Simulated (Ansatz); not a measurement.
**C₂H₆BCl₂N: how energies converge with the basis set**

Aim: see how fast density functionals converge with the basis set for C₂H₆BCl₂N.

Program: Ansatz 0.2.0, Gaussian basis. Level of theory: one geometry, several basis sets. These are calculated values, not measurements.

The runs, in order: PBE0-D4/def2-SVP; ωB97M-V/def2-SVP; PBE0-D4/def2-QZVPP; ωB97M-V/def2-QZVPP; the functionals' def2-TZVPP values are taken from earlier runs.

### 1 Structure used throughout

The geometry comes from an earlier relaxation with PBE0-D4 in a triple-zeta def2 set; it is a stationary point, not always the lowest conformer.

SMILES `CN(C)B(Cl)Cl`, 12 atoms, charge 0, spin multiplicity 1.

Atoms are counted from 1 here; the program's logs count them from 0.

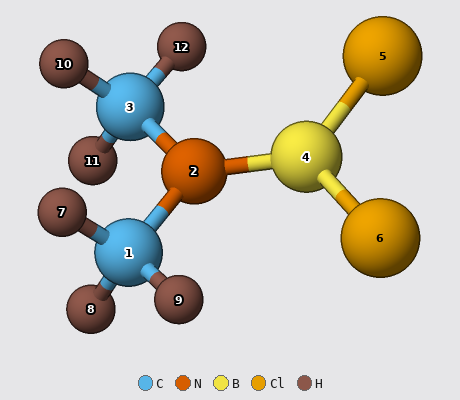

The structure; carbon blue, nitrogen orange, boron yellow, chlorine amber, hydrogen brown; atoms are numbered from 1 in the order of the file.

### 2 PBE0-D4 in def2-SVP

in.yaml

```yaml
crystal:
  periodic: [false, false, false]
  atoms:
    - {symbol: C, position_ang: [-1.271289, -0.447161, 0.237655]}
    - {symbol: N, position_ang: [0.025052, 0.125611, -0.056696]}
    - {symbol: C, position_ang: [1.113455, -0.754504, 0.312063]}
    - {symbol: B, position_ang: [0.204279, 1.377925, -0.627995]}
    - {symbol: Cl, position_ang: [1.815343, 2.025360, -0.964329]}
    - {symbol: Cl, position_ang: [-1.166478, 2.409561, -1.057612]}
    - {symbol: H, position_ang: [-1.400747, -1.389748, -0.304735]}
    - {symbol: H, position_ang: [-1.356759, -0.660271, 1.308492]}
    - {symbol: H, position_ang: [-2.067387, 0.234445, -0.048851]}
    - {symbol: H, position_ang: [1.031951, -1.704006, -0.227574]}
    - {symbol: H, position_ang: [1.077360, -0.972546, 1.384714]}
    - {symbol: H, position_ang: [2.072221, -0.299765, 0.078766]}
basis:
  gaussian: {orbitals: def2-SVP}
hamiltonian: {xc: pbe0, dispersion: d4}
output: {orbitals: {seedname: orbitals}}
```

On the command line:

```sh
$ ansatz run in.yaml --threads 4 --pin off --events-out ev --progress --plain --max-ram 11315MiB
```

Standard output:

```text
Functional definition: PBE0
  name "PBE0"
  cite "Adamo & Barone, J. Chem. Phys. 110, 6158 (1999) doi:10.1063/1.478522"
  cite "Perdew, Burke & Ernzerhof, Phys. Rev. Lett. 77, 3865 (1996) doi:10.1103/PhysRevLett.77.3865"
  parent pbe
  parameter a = 0.25
  parameter kappa = 0.804
  parameter beta = 0.06672455060314922
  exchange = (1 - a)*pbe_x(kappa = kappa, mu = beta*pi^2/3) + a*exact_x
  correlation = pbe_c(beta = beta)
1208 factors; integrals over basis functions are off by at most 1.6e-3 eV
mean field evaluation 1: about -29357.0704 eV, gradient 4.7e1 eV
mean field evaluation 2: about -29351.6849 eV, gradient 6.7e1 eV
mean field evaluation 4: about -29362.2975 eV, gradient 2.4e0 eV
mean field evaluation 8: about -29362.6124 eV, gradient 4.4e-1 eV
mean field evaluation 16: about -29362.6129 eV, gradient 3.1e-5 eV
mean field -29362.61292772 eV, -1079.0561223997 hartree, gradient 3.1e-5 eV, S^2 0.000000; 0 other end points of the search recorded, 0 dependent functions left out
reference -29362.61295353 eV, -1079.0561233485 hartree; 32, 32 occupied and 90, 90 virtual orbitals, 1208 factors
Total energy: -29362.88066147 eV, -1079.0659614337 hartree
```

It took 1.7 s on 4 threads of Arm Neoverse V2, shared host; peak memory 0.28 GiB.

### 3 ωB97M-V in def2-SVP

in.yaml: that of step 2 with these lines changed.

```diff
@@ -17,3 +17,3 @@
   gaussian: {orbitals: def2-SVP}
-hamiltonian: {xc: pbe0, dispersion: d4}
+hamiltonian: {xc: {name: wB97M-V}}
 output: {orbitals: {seedname: orbitals}}
```

The command is unchanged.

Standard output, cut to the lines that bear on the results:

```text
Functional definition: wB97M-V
  name "wB97M-V"
  cite "Mardirossian & Head-Gordon, J. Chem. Phys. 144, 214110 (2016) doi:10.1063/1.4952647"
  cite "Becke, J. Chem. Phys. 107, 8554 (1997) doi:10.1063/1.475007"
  cite "Vydrov & Van Voorhis, J. Chem. Phys. 133, 244103 (2010) doi:10.1063/1.3521275"
  # Of w^i u^j: cxij and so on, Table III.
[...]
  gx(w, u) = 1 - cx + cx01*u + cx10*w
  gss(w, u) = css00 + css04*u^4 + css10*w + css20*w^2 + css43*w^4*u^3
  gos(w, u) = cos00 + cos10*w + (cos20 + cos21*u)*w^2 + (cos60 + cos61*u)*w^6
[...]
      + integral(e_c_pw_mod_opposite_spin*gos(b97_w_opposite, b97_u_opposite)) + vv10(b, c)
1208 factors; integrals over basis functions are off by at most 1.6e-3 eV
318 factors; integrals over basis functions are off by at most 7.7e-6 eV
[...]
mean field -29372.79390912 eV, -1079.4302665652 hartree, gradient 3.1e-5 eV, S^2 0.000000; 0 other end points of the search recorded, 0 dependent functions left out
reference -29372.79394803 eV, -1079.4302679952 hartree; 32, 32 occupied and 90, 90 virtual orbitals, 1208 factors
Total energy: -29372.79394803 eV, -1079.4302679952 hartree
```

Wall time 6 s (4 threads of Arm Neoverse V2, shared host); peak memory 0.41 GiB.

### 4 PBE0-D4 in def2-QZVPP

in.yaml: that of step 3 with these lines changed.

```diff
@@ -16,4 +16,4 @@
 basis:
-  gaussian: {orbitals: def2-SVP}
-hamiltonian: {xc: {name: wB97M-V}}
+  gaussian: {orbitals: "def2-QZVPP.json"}
+hamiltonian: {xc: pbe0, dispersion: d4}
 output: {orbitals: {seedname: orbitals}}
```

Same command.

Standard output:

```text
Functional definition: PBE0
  name "PBE0"
  cite "Adamo & Barone, J. Chem. Phys. 110, 6158 (1999) doi:10.1063/1.478522"
  cite "Perdew, Burke & Ernzerhof, Phys. Rev. Lett. 77, 3865 (1996) doi:10.1103/PhysRevLett.77.3865"
  parent pbe
  parameter a = 0.25
  parameter kappa = 0.804
  parameter beta = 0.06672455060314922
  exchange = (1 - a)*pbe_x(kappa = kappa, mu = beta*pi^2/3) + a*exact_x
  correlation = pbe_c(beta = beta)
1826 factors; their error is unknown
mean field evaluation 1: about -29367.4261 eV, gradient 6.5e1 eV
mean field evaluation 2: about -29353.5368 eV, gradient 9.9e1 eV
mean field evaluation 4: about -29376.7081 eV, gradient 5.0e0 eV
mean field evaluation 8: about -29376.7522 eV, gradient 1.1e-1 eV
mean field evaluation 16: about -29376.7801 eV, gradient 1.9e-4 eV
mean field -29376.78009917 eV, -1079.5767563478 hartree, gradient 5.6e-5 eV, S^2 0.000000; 0 other end points of the search recorded, 0 dependent functions left out
reference -29376.78013814 eV, -1079.5767577799 hartree; 32, 32 occupied and 516, 516 virtual orbitals, 1826 factors
Total energy: -29377.04784608 eV, -1079.5865958651 hartree
```

Wall time 16 s (4 threads of Arm Neoverse V2, shared host); peak memory 2.6 GiB.

### 5 ωB97M-V in def2-QZVPP

in.yaml: that of step 4 with these lines changed.

```diff
@@ -17,3 +17,3 @@
   gaussian: {orbitals: "def2-QZVPP.json"}
-hamiltonian: {xc: pbe0, dispersion: d4}
+hamiltonian: {xc: {name: wB97M-V}}
 output: {orbitals: {seedname: orbitals}}
```

Same command.

Standard output, cut to the lines that bear on the results:

```text
Functional definition: wB97M-V
  name "wB97M-V"
  cite "Mardirossian & Head-Gordon, J. Chem. Phys. 144, 214110 (2016) doi:10.1063/1.4952647"
  cite "Becke, J. Chem. Phys. 107, 8554 (1997) doi:10.1063/1.475007"
  cite "Vydrov & Van Voorhis, J. Chem. Phys. 133, 244103 (2010) doi:10.1063/1.3521275"
  # Of w^i u^j: cxij and so on, Table III.
[...]
  gx(w, u) = 1 - cx + cx01*u + cx10*w
  gss(w, u) = css00 + css04*u^4 + css10*w + css20*w^2 + css43*w^4*u^3
  gos(w, u) = cos00 + cos10*w + (cos20 + cos21*u)*w^2 + (cos60 + cos61*u)*w^6
[...]
      + integral(e_c_pw_mod_opposite_spin*gos(b97_w_opposite, b97_u_opposite)) + vv10(b, c)
1794 factors; their error is unknown
414 factors; integrals over basis functions are off by at most 1.3e-5 eV
[...]
mean field -29387.04040717 eV, -1079.9538157121 hartree, gradient 9.8e-6 eV, S^2 0.000000; 0 other end points of the search recorded, 0 dependent functions left out
reference -29387.04046809 eV, -1079.9538179507 hartree; 32, 32 occupied and 516, 516 virtual orbitals, 1794 factors
Total energy: -29387.04046809 eV, -1079.9538179507 hartree
```

It took 33 s on 4 threads of Arm Neoverse V2, shared host; peak memory 3 GiB.

### 6 Density functionals: the series

The def2-TZVPP values come from earlier runs at the same geometry.

```csv
functional,basis,functions,energy (eV),from the largest (eV),HOMO (eV),LUMO (eV)
PBE0-D4,def2-SVP,122,-29362.8807,14.167,-7.44,0.56
PBE0-D4,def2-TZVPP,292,-29376.0720,0.976,-7.54,0.22
PBE0-D4,def2-QZVPP,548,-29377.0478,0.000,-7.57,0.11
ωB97M-V,def2-SVP,122,-29372.7939,14.247,-9.65,2.64
ωB97M-V,def2-TZVPP,292,-29386.1087,0.932,-9.78,2.19
ωB97M-V,def2-QZVPP,548,-29387.0405,0.000,-9.81,1.56
```

### 7 Results

```
                                       quantity           value
PBE0-D4: double and triple zeta above quadruple  14.17, 0.98 eV
ωB97M-V: double and triple zeta above quadruple  14.25, 0.93 eV
```

PBE0-D4 gains 13.19 eV from double to triple zeta, then 0.98 eV more. These are total energies; as a rule much of such shifts cancels in differences, which this series doesn't test. The LUMO of ωB97M-V is positive and keeps falling with the basis (2.64 to 1.56 eV): an unbound level that the basis holds in place.

For PBE0-D4 the largest set took about 9 times as long as the smallest (16 s against 1.7 s).
